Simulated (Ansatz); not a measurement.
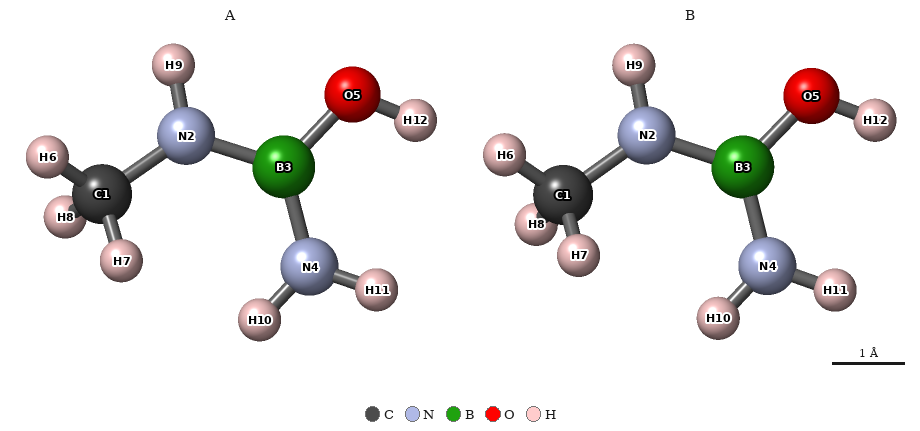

Two geometries of CH₇BN₂O, drawn at one scale. One is the start of a relaxation, the other its converged end. Style: ball-and-stick. Shown face on.

Level of theory: Ansatz 0.2.0, RKS PBE0-D4/def2-TZVP. Settings: force threshold 0.005 eV/Å; at most 150 steps.

### Which of the two is the end point?

Structure B is the relaxed one. The start comes from PBE-D4/def2-SVP. The largest moves after the best rigid fit, 0.18 Å, are those of H8 and H11. By element the largest moves are H 0.18 Å, N 0.05 Å, O 0.04 Å, C 0.02 Å, B 0.01 Å. Among the contacts that change: C1–H6 1.113 → 1.092 Å, C1–H8 1.119 → 1.099 Å, N2–H9 1.020 → 1.005 Å, N2–B3 1.429 → 1.415 Å. Over 11 accepted moves (15 points after the start) the energy falls by 1.24 kcal/mol. The largest force component goes from 0.64 to 0.0019 eV/Å. The line search rejected the trial steps at points 3, 5, 9, 14 of the run.
